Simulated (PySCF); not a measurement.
## A study: C4H6S, SMILES `CC#CCS`

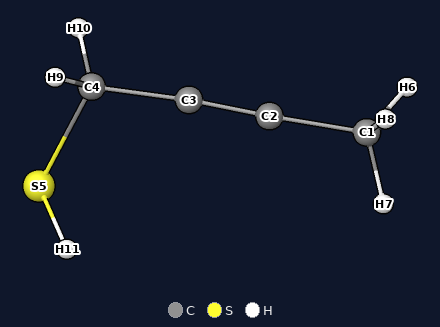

The molecule, with its atoms numbered as below. No frequency check shows the geometry to be a minimum.

Coordinates in Å:

```
C1       3.0057   -0.3786   -0.0225
C2       1.6400    0.0933   -0.0014
C3       0.5212    0.5254    0.0150
C4      -0.8523    0.9541    0.0424
S5      -2.0164   -0.4748   -0.0767
H6       3.4803   -0.1074   -0.9650
H7       3.0226   -1.4632    0.0822
H8       3.5677    0.0649    0.7991
H9      -1.0833    1.4950    0.9622
H10     -1.0881    1.5772   -0.8216
H11     -1.5252   -1.1352    0.9699
```

Part 1: Electrostatic potential

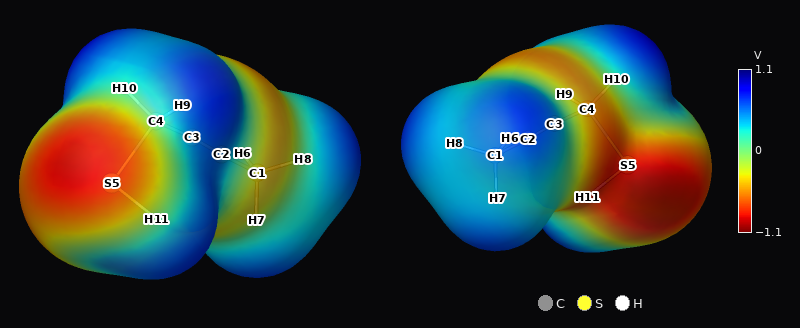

Electrostatic potential on the surface of electron density 0.001 a.u. (back view left, front view right).

PySCF calculation, TPSS/6-31+G*, gas phase; geometry: GFN2-xTB.

> Where are the extremes of the potential on the surface?

Highest: 0.82 V, 1.3 Å from H10. Further maxima include 0.69 V, 1.3 Å from H6. Lowest: −1.08 V, 2.3 Å from S5. Further minima include −0.56 V, off the C2–C3 bond (2.1 to 2.2 Å from its atoms). The surface is sampled at points, so like sites can differ by a few per cent and only the strongest of them is named.

Part 2: Excited states

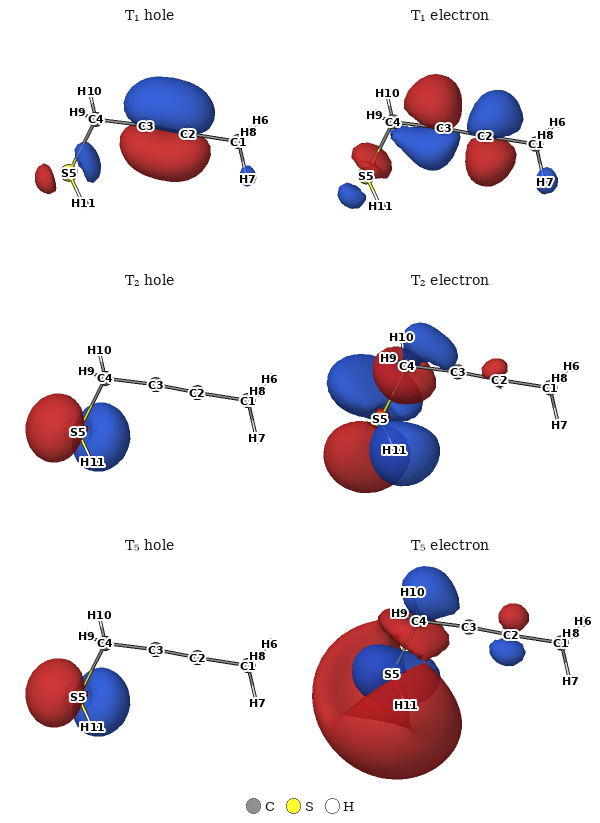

Leading natural transition orbitals (CIS triplet states).

PySCF calculation, HF/6-31+G*, gas phase; geometry: GFN2-xTB.

> Describe these excited states.

By state:
- T₁: 4.79 eV (259 nm), spin-forbidden from the singlet ground state; the leading pair carries 64 %; hole on C2 and C3 (39 % each) and S5 (10 %), electron on C2 (34 %), C3 (32 %) and S5 (10 %) (shares are of the whole state, not of the leading pair alone); their centroids lie 0.0 Å apart.
- T₂: 5.19 eV (239 nm), spin-forbidden from the singlet ground state; the leading pair carries 90 %; hole on S5 (78 %) and C3 and C4 (6 % each), electron on S5 (55 %), C4 (16 %) and H11 (10 %); their centroids lie 0.2 Å apart.
- T₅: 6.16 eV (201 nm), spin-forbidden from the singlet ground state; the leading pair carries 93 %; hole on S5 (82 %) and C4 (5 %), electron on S5 (53 %), H11 (19 %) and C4 (13 %); their centroids lie 0.6 Å apart.

Part 3: In an electric field

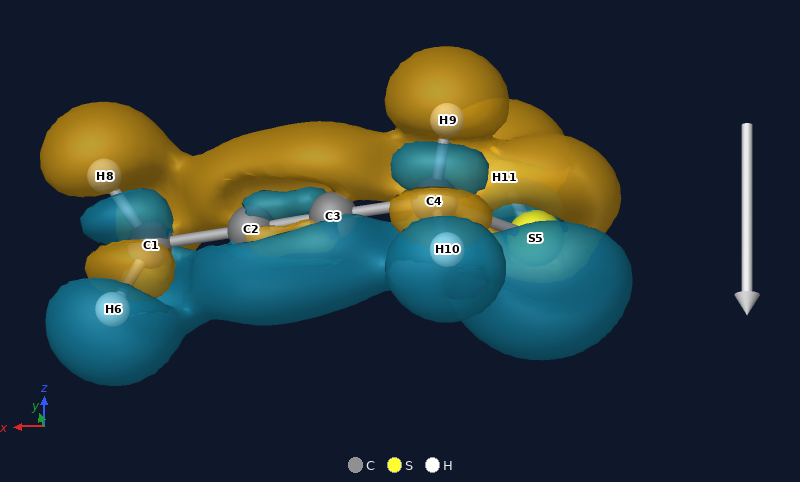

Change of the electron density in a uniform field of 0.21 V/Å along −z (arrow), surfaces at ±0.001 e/Å³ (yellow: gain, teal: loss).

Level of theory: PBE0/cc-pVDZ (PySCF), at a geometry from GFN2-xTB. A basis without diffuse functions makes polarisabilities too small.

> How large is the response?

The induced dipole is 0.40 D (along the field); α along this axis, from the fields in both directions, is 39 bohr³ (5.8 Å³).

> Which atoms gain and lose the most charge?

Electrons gather most on H11 (Hirshfeld charge changes by −0.007 e) and leave S5 most (+0.007 e); 0.048 electrons are displaced in all.
